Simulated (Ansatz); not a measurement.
# From Sn(NH2)4 to SnCl4: predicting a member

Gas-phase molecules. On one Sn centre, n of the NH2 ligands are replaced by Cl. The atomisation energy (no zero-point term) y in kJ/mol at CCSD(T)/def2-TZVPP. Shapes: PBE0-D4/def2-TZVP. Flexible molecules stand in one conformer, not always the lowest. Programs: Ansatz 0.2.0.

```
   molecule  n  y (kJ/mol)
   Sn(NH2)4  0        4037
 Sn(NH2)3Cl  1        3358
Sn(NH2)2Cl2  2        2670
 Sn(NH2)Cl3  3           ?
      SnCl4  4        1261
```

**Question.** Fit y = c + s·n to the known rows and predict Sn(NH2)Cl3.

**Answer.** 
1. Means of the 4 rows: n = 1.75000, y = 2831.5.
2. Σ(Δn)² = 8.75, Σ(Δn·Δy) = -6078.5, so the slope is -6078.5/8.75 = -694.69.
3. Intercept: 2831.5 − (-694.69) × 1.75000 = 4047.2. The largest residual of the fit is 12.
4. Sn(NH2)Cl3: 4047.2 + (-694.69) × 3 = 1963 kJ/mol.

The run gave 1967 kJ/mol, so the prediction is off by -4 kJ/mol, within the largest residual. The steps per swap are -679, -688, -703, -706 kJ/mol. The slope is the difference between a Sn–Cl and a Sn–NH2 bond with the ligands’ own bonds. Other levels give for Sn(NH2)Cl3: r2SCAN-D4/def2-TZVPP 2047; wB97X-V/def2-TZVPP 2066; CCSD/def2-TZVPP 1914 kJ/mol. Spin-orbit coupling of the free atoms (NH2 0, Cl 4 kJ/mol each; the atoms kept shift only the intercept) is left out. Coupled cluster in double- or triple-zeta sets underbinds by a few per cent against its basis-set limit. For atoms past krypton def2 sets carry core potentials with scalar relativity. Outer-core shells of Sn are correlated, in sets that cover them unevenly.

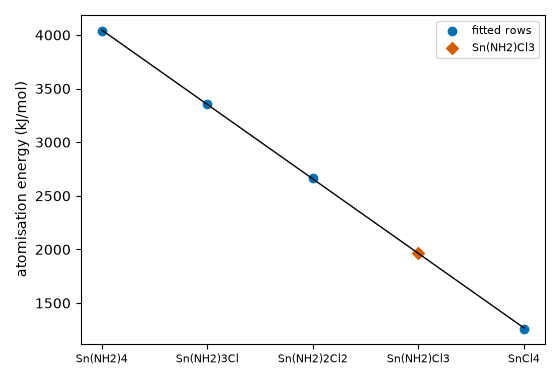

The fitted line, with the withheld member.
